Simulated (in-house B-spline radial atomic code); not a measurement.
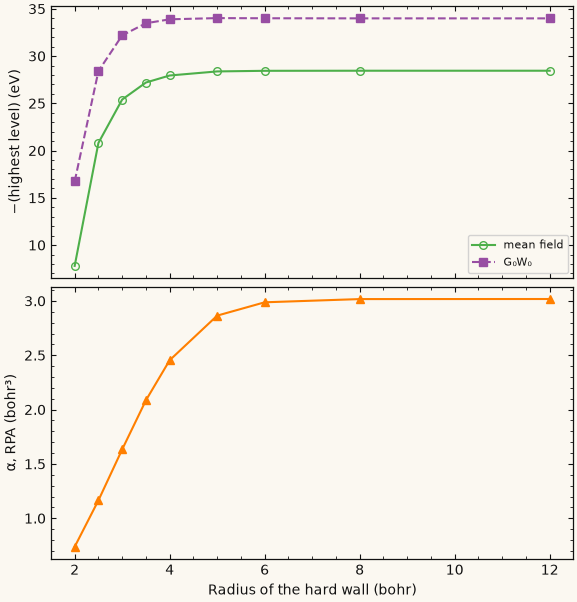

Mn²⁺ ([Ar] 3d⁵) confined in a hard spherical wall, PBE0 start. All-electron spherical atom, non-relativistic, no spin-orbit coupling, Breit or QED terms; computed with a B-spline radial code.

Question: What does confinement do?

Answer: As the wall closes from 12 to 2 bohr, the mean-field binding energy of 3d↑ goes from 28.45 to 7.80 eV, and the G₀W₀ value from 33.99 (at 12 bohr) to 16.73 eV (at 2 bohr). The RPA-screened polarisability falls from 3.02 to 0.737 bohr³, and the RPA correlation energy goes from −1.513 to −1.487 hartree.
